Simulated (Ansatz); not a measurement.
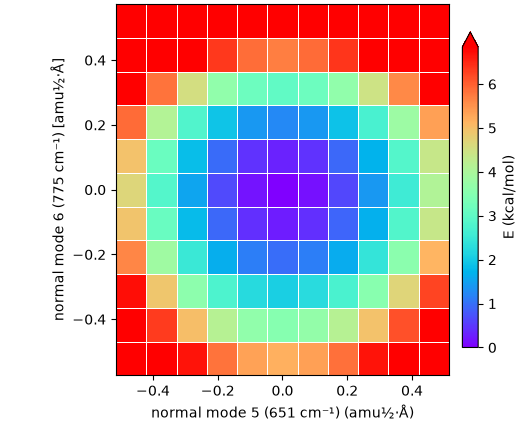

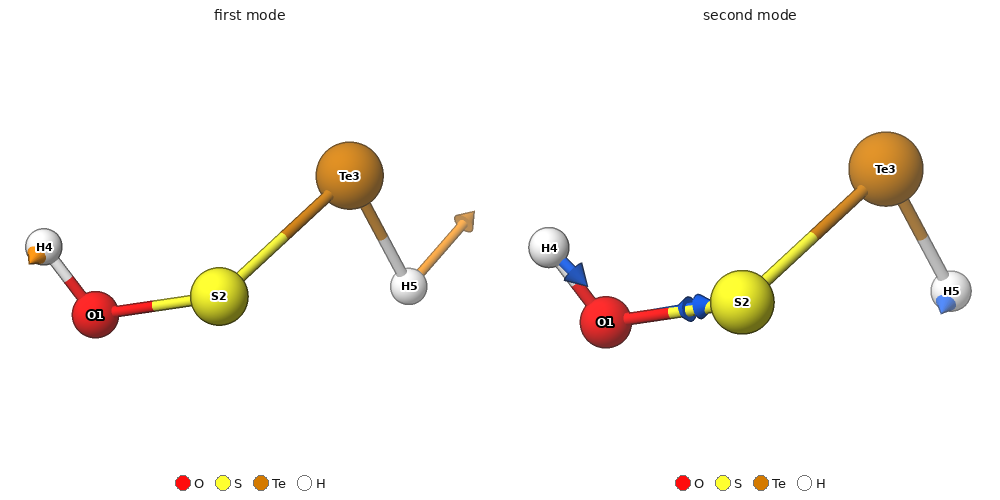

Energy landscape of H2OSTe, SMILES OS[TeH]. The first coordinate is: normal mode 5 (651 cm⁻¹); the second: normal mode 6 (775 cm⁻¹). Nothing is relaxed (straight displacements along the two mass-weighted modes). The scan uses an 11 × 11 grid. Energies: kcal/mol, counted from the lowest grid point. Computed with Ansatz 0.2.0, RKS PBE0-D4/def2-TZVP.

Drawn: one coloured cell a grid point, one colour for all values above the top of the scale. The second picture is the structure at the lowest point

Question: Describe this landscape.

Answer: The lowest grid point is at normal mode 5 (651 cm⁻¹) = 0.000 amu½·Å, normal mode 6 (775 cm⁻¹) = 0.000 amu½·Å. It is the only kind of minimum in the scanned range. The highest grid point, normal mode 5 (651 cm⁻¹) = −0.468 amu½·Å, normal mode 6 (775 cm⁻¹) = 0.521 amu½·Å, lies 14.1 kcal/mol above the lowest.

Grid values (kcal/mol):

```tsv
normal mode 6 (775 cm⁻¹) ↓, normal mode 5 (651 cm⁻¹) →	−0.468	−0.374	−0.281	−0.187	−0.093	0.000	0.093	0.187	0.281	0.374	0.468
0.521	14.1	12.3	11.0	10.2	9.7	9.6	9.8	10.2	11.1	12.2	13.8
0.417	10.3	8.5	7.2	6.3	5.9	5.7	5.9	6.4	7.2	8.3	9.9
0.313	7.6	5.8	4.5	3.7	3.2	3.0	3.2	3.7	4.5	5.6	7.1
0.208	5.9	4.1	2.8	1.9	1.4	1.3	1.4	1.9	2.7	3.8	5.3
0.104	5.0	3.1	1.8	1.0	0.5	0.3	0.5	0.9	1.7	2.9	4.4
0.000	4.7	2.9	1.5	0.7	0.2	0.0	0.2	0.6	1.4	2.6	4.1
−0.104	4.9	3.1	1.8	0.9	0.4	0.3	0.4	0.9	1.7	2.8	4.4
−0.208	5.6	3.8	2.5	1.6	1.1	1.0	1.1	1.6	2.4	3.6	5.1
−0.313	6.7	4.9	3.6	2.7	2.2	2.1	2.2	2.7	3.5	4.7	6.2
−0.417	8.1	6.3	5.0	4.1	3.7	3.5	3.7	4.2	5.0	6.1	7.7
−0.521	9.8	8.0	6.7	5.8	5.3	5.2	5.4	5.8	6.7	7.9	9.4
```

The whole map (121 points run) took 11 min on 1 thread of Arm Neoverse V1, on a shared host.
